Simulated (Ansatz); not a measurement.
# C2H7NSi (SMILES NC1C[SiH2]1) at RPA@PBE/def2-SVP

Aim: the energy change on altering one bond length of C2H7NSi at RPA@PBE/def2-SVP, from 2 runs. 

The results are computed with Ansatz 0.2.0.

61 further runs of the same task are left out: 61 set aside as unsound or not needed.

## (1) Starting point

C2H7NSi has 11 atoms, charge 0, and is taken as a singlet. As SMILES, `NC1C[SiH2]1`. The coordinates come from a PBE0-D4/def2-TZVP relaxation. This is one conformer, not always the lowest.

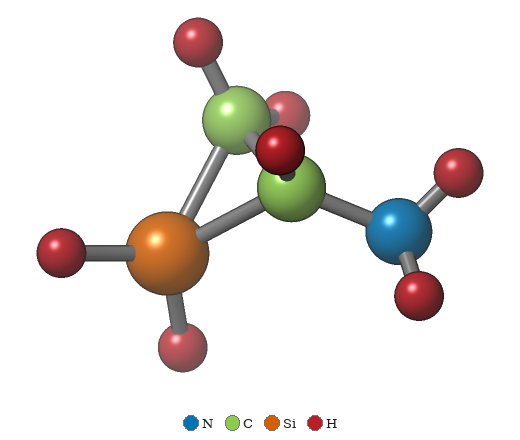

The structure, seen from a chosen angle (nitrogen blue, carbon green, silicon orange, hydrogen red).

## (2) The energy at RPA@PBE/def2-SVP

The input, in.yaml:

```yaml
crystal:
  periodic: [false, false, false]
  atoms:
    - {symbol: N, position_ang: [-1.337200, 0.826100, -0.314200]}
    - {symbol: C, position_ang: [0.048100, 0.587400, -0.015100]}
    - {symbol: C, position_ang: [0.296100, -0.519700, 1.025200]}
    - {symbol: Si, position_ang: [0.845000, -0.955900, -0.685100]}
    - {symbol: H, position_ang: [-1.450400, 1.288300, -1.206000]}
    - {symbol: H, position_ang: [-1.774000, 1.401500, 0.397500]}
    - {symbol: H, position_ang: [0.701400, 1.454200, 0.118600]}
    - {symbol: H, position_ang: [1.025100, -0.311700, 1.801300]}
    - {symbol: H, position_ang: [-0.607900, -0.997000, 1.390600]}
    - {symbol: H, position_ang: [2.288700, -0.939900, -1.005500]}
    - {symbol: H, position_ang: [0.030300, -1.890100, -1.486800]}
basis:
  gaussian: {orbitals: def2-SVP}
magnetization: {spin_polarized: false}
hamiltonian: {xc: {name: PBE}}
correlation: {method: rpa, frozen_orbitals: {C: 1, H: 0, "N": 1, Si: 5}}
accuracy: high
```

Launch:

```console
ansatz run in.yaml --threads 1 --pin off --max-ram 3480MiB --events-out events.jsonl --progress --plain --runs-dir runs
```

What it wrote:

```text
Warning: RAYON_NUM_THREADS=1 ignored (pool sized by the plan → 1); use --threads N
Functional definition: PBE
  name "PBE"
  parameter kappa = 0.804
  parameter beta = 0.06672455060314922
  exchange = pbe_x(kappa = kappa, mu = beta*pi^2/3)
  correlation = pbe_c(beta = beta)
2284 factors; integrals over basis functions are off by at most 3.9e-9 eV
mean field evaluation 1: about -11526.9046 eV, gradient 7.3e1 eV
mean field evaluation 2: about -11526.8954 eV, gradient 7.3e1 eV
mean field evaluation 4: about -11537.4869 eV, gradient 2.8e1 eV
mean field evaluation 8: about -11540.1109 eV, gradient 3.3e-1 eV
mean field evaluation 16: about -11540.1104 eV, gradient 2.8e-5 eV
mean field -11540.11044997 eV, -424.0912368687 hartree, gradient 3.9e-8 eV, S^2 0.000000; 0 other end points of the search recorded, 0 dependent functions left out
8 core orbitals not correlated: weight in the atoms' cores, before any rotation towards them, 1.000 or more for the frozen orbitals, at most 0.000 for the correlated occupied ones
reference -11507.92349816 eV, -422.9083882067 hartree; 12, 12 occupied and 75, 75 virtual orbitals, 2284 factors
Total energy: -11533.05963941 eV, -423.8321243596 hartree
```

Run time: 12 s. Hardware: 1 thread of Arm Neoverse V2, shared host; peak memory 0.4 GiB.

## (3) The distorted shape at the same level

The input, job.yaml:

```yaml
crystal:
  periodic: [false, false, false]
  atoms:
    - {symbol: N, position_ang: [-1.533181, 0.566071, -0.354308]}
    - {symbol: C, position_ang: [-0.147881, 0.327371, -0.055208]}
    - {symbol: C, position_ang: [0.100119, -0.779729, 0.985092]}
    - {symbol: Si, position_ang: [0.649019, -1.215929, -0.725208]}
    - {symbol: H, position_ang: [-1.646381, 1.028271, -1.246108]}
    - {symbol: H, position_ang: [-1.969981, 1.141471, 0.357392]}
    - {symbol: H, position_ang: [0.701400, 1.454200, 0.118600]}
    - {symbol: H, position_ang: [0.829119, -0.571729, 1.761192]}
    - {symbol: H, position_ang: [-0.803881, -1.257029, 1.350492]}
    - {symbol: H, position_ang: [2.092719, -1.199929, -1.045608]}
    - {symbol: H, position_ang: [-0.165681, -2.150129, -1.526908]}
basis:
  gaussian:
    orbitals: def2-SVP
hamiltonian:
  xc: {name: PBE}
correlation:
  method: rpa
  frozen_orbitals: {C: 1, H: 0, "N": 1, Si: 5}
accuracy: high
```

Launch:

```console
ansatz run job.yaml --threads 1 --pin off --max-ram 3480MiB --events-out events.jsonl --progress --plain --runs-dir runs
```

What it wrote:

```text
Warning: RAYON_NUM_THREADS=1 ignored (pool sized by the plan → 1); use --threads N
[... 6 set-up lines as earlier in the session ...]
2281 factors; integrals over basis functions are off by at most 3.9e-9 eV
mean field evaluation 1: about -11525.9850 eV, gradient 7.3e1 eV
mean field evaluation 2: about -11525.9768 eV, gradient 7.3e1 eV
mean field evaluation 4: about -11537.8769 eV, gradient 2.1e1 eV
mean field evaluation 8: about -11539.3471 eV, gradient 2.8e-1 eV
mean field evaluation 16: about -11539.3466 eV, gradient 3.7e-5 eV
mean field -11539.34662459 eV, -424.0631668035 hartree, gradient 3.2e-8 eV, S^2 0.000000; 0 other end points of the search recorded, 0 dependent functions left out
8 core orbitals not correlated: weight in the atoms' cores, before any rotation towards them, 1.000 or more for the frozen orbitals, at most 0.000 for the correlated occupied ones
reference -11506.78945797 eV, -422.8667129984 hartree; 12, 12 occupied and 75, 75 virtual orbitals, 2281 factors
Total energy: -11532.22925075 eV, -423.8016081393 hartree
```

It took 12 s on 1 thread of Arm Neoverse V2, shared host; peak memory 0.4 GiB.

## (4) Outcome

At RPA@PBE/def2-SVP, 8 core orbitals frozen:

```
                                                         quantity          value
                                        first shape: total energy  -423.83212 Eh
                    first shape: RPA correlation energy (valence)     -923.7 mEh
                                    distorted shape: total energy  -423.80161 Eh
                distorted shape: RPA correlation energy (valence)     -934.9 mEh
energy change with the C2–H7 bond stretched from 1.094 to 1.422 Å       0.830 eV
```

With the C2–H7 bond stretched from 1.094 to 1.422 Å the energy rises by 0.83 eV (80.1 kJ/mol). The first shape isn't relaxed at this level, so the change isn't measured from a minimum.
